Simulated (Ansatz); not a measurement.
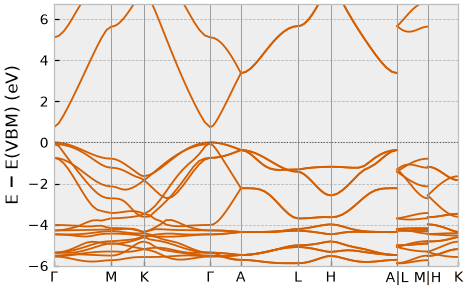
Figure: Band structure from DFT-PBE in the program Ansatz with PAW potentials

Problem. Read off the gap and where the band edges lie.

Solution. About 0.7 eV (0.74 eV by a search for the band edges); maximum at Γ, minimum at Γ.

The material is ZnO (wurtzite, P6_3mc).

Symmetry was held in the PBE relaxation.

Potentials: the earlier of the program's two PAW sets.
